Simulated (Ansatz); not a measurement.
## PbSe under a change: x(C) = 0.75, 8 atoms, Cmmm

Base system: PbSe in the rock salt structure (space group Fm-3m, No. 225; a = 6.218 Å).

The other end (x = 1) is CSe in the rock salt structure (space group Fm-3m, No. 225; a hypothetical phase, not in the database extracts checked): 12.17 Å³/atom, gap zero; this end may not be an ambient phase.

It is then changed as follows: C replaces 75.0 % of the Pb, ordered in a cell of 8 atoms (starting symmetry Cmmm) and fully relaxed.

Calculations: Ansatz (an electronic-structure program) PBE, spin-orbit coupling left out. k-mesh 8×8×13 (Γ-centred); smearing 0.05 eV (Fermi–Dirac), for the changed cell.

The volume per atom decreases by 12.80 Å³ (30.05 Å³ → 17.25 Å³) and the shortest interatomic distance shrinks by 74.6 pm, from 310.9 pm to 236.3 pm. The band gap becomes zero (base: 0.43 eV) and the mixing energy comes out as +0.42 eV/atom (to 0.01 eV only: unlike meshes or grids) (against an end that may be hypothetical). The deviation of the volume from the linear (Vegard-type) interpolation amounts to +3.7 % and the mean first-shell distances amounts to Pb–Se 2.818 Å (end compound 3.109 Å), C–Se 2.519 Å (end compound 2.300 Å).

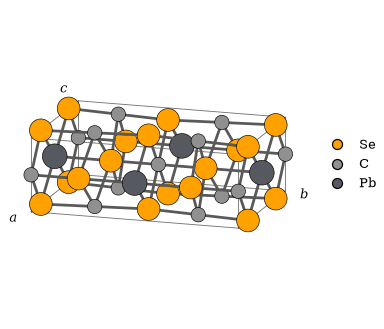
*The relaxed conventional cell after the change*

Cost of the whole job for the changed cell (relaxation, final SCF and bands): very roughly 10 core-minutes.

Each cell is one ordered arrangement of few atoms, which overstates ordering effects compared with a random alloy. With Pb present, leaving out spin-orbit coupling can change the band edges. Whether these cells are dynamically stable was not tested. The final runs are not spin-polarised.
